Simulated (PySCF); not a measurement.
```xyz
16

N     2.6711   -0.4753   -0.6828
C     1.4452   -0.6267   -1.1586
O     1.1213   -0.9599   -2.2819
C     0.2568   -0.3036   -0.3195
C    -0.8786   -1.0772   -0.2129
C    -1.8331   -0.2974    0.5426
C    -1.5881    1.1865    0.2759
C    -0.0775    0.9823    0.3032
C    -1.0196    0.6505    1.4679
H     3.4551   -0.6737   -1.2904
H     2.8618   -0.2079    0.2690
H    -1.0280   -2.0711   -0.5949
H    -2.8032   -0.6658    0.8314
H    -2.2328    1.9834   -0.0297
H     0.6021    1.8178    0.3389
H    -0.9600    0.7472    2.5305
```

Geometry: GFN2-xTB.

All numbers below come from PySCF 2.14.0, density-fitted response routines, UKS B3LYP, pcH-1 on C H N O, non-relativistic, mean-field spin-orbit, GIAO.

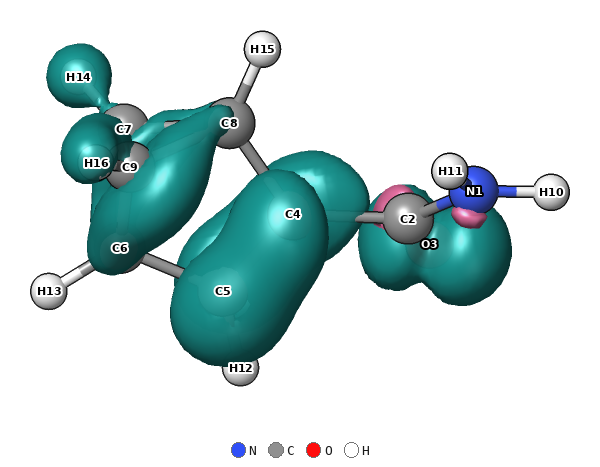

C7H7NO (charge +1, doublet). Isosurfaces of the spin density at +0.02 (teal) and −0.02 e/Å³ (pink), seen at a tilt.

### Which atoms carry the spin?

The unpaired spin (1 electron) lies mostly on C5 (about 0.2), O3 (about 0.2), C4 (about 0.2) and C9 (about 0.1), in electrons by Hirshfeld's partition.
